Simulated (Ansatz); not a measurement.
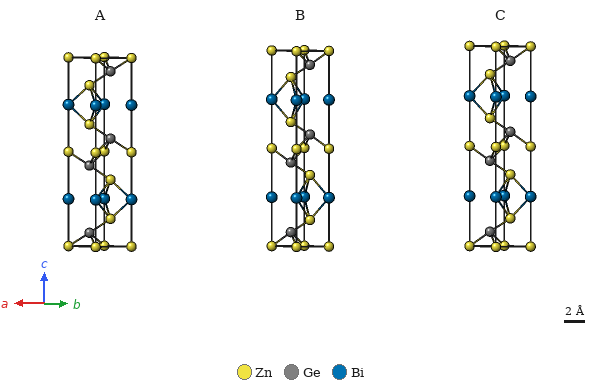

3 geometries from one relaxation of crystalline Zn3Ge2Bi (built on the MAX phase (312) type) (coarse preliminary run), in shuffled order. Style: ball-and-stick. Shown: the cell of the calculation, from a free direction.

Case: MAX phase (312) type (P6_3/mmc, No. 194).

Method: DFT PBE, scalar-relativistic, plane waves, PAW (Ansatz). (plane-wave cutoff 420 eV; k-point mesh 6 × 6 × 1; occupations gaussian; smearing width 0.1 eV; no spin polarisation; cell and atoms relaxed; force threshold 0.04 eV/Å; at most 70 steps)

### Order the frames from highest to lowest energy.

B, C, A. They are steps 0, 2, 6, at +2.268 eV per cell of the calculation, +0.288 eV per cell of the calculation relative to the last. After 5 accepted moves (6 points after the start) the energy has fallen by 2.268 eV per cell of the calculation. Largest force component: 1.5 eV/Å at the start, 0.009 eV/Å at the end. Pressure: 15.42 GPa at the start and 0.27 GPa at the end. At 1 point the geometry stayed and the basis and grid were re-selected for the new cell (energy shift of 39.9 meV per cell of the calculation at most each time). The largest moves relative to the cell, 0.22 Å, are those of Zn atoms. By element the largest moves are Zn 0.22 Å, Ge 0.01 Å. Bi stays in place. The volume changes by +16.9 %, with a = b 3.496 → 3.850 Å (+10.1 %), c 20.158 → 19.442 Å (−3.6 %). Some distances before and after: Ge–Zn 2.385 → 2.658 Å, Ge–Zn 2.486 → 2.622 Å, Bi–Zn 3.074 → 2.999 Å. Among the angles between lasting bonds that change: Zn–Bi–Zn 97.9° → 84.3°, Bi–Zn–Bi 69.3° → 79.9°, Zn–Bi–Zn 69.3° → 79.9°. The space group stays P6_3/mmc (No. 194). The run took 96 s on 1 thread of Arm Neoverse V2 (shared host), peak memory 0.59 GiB.
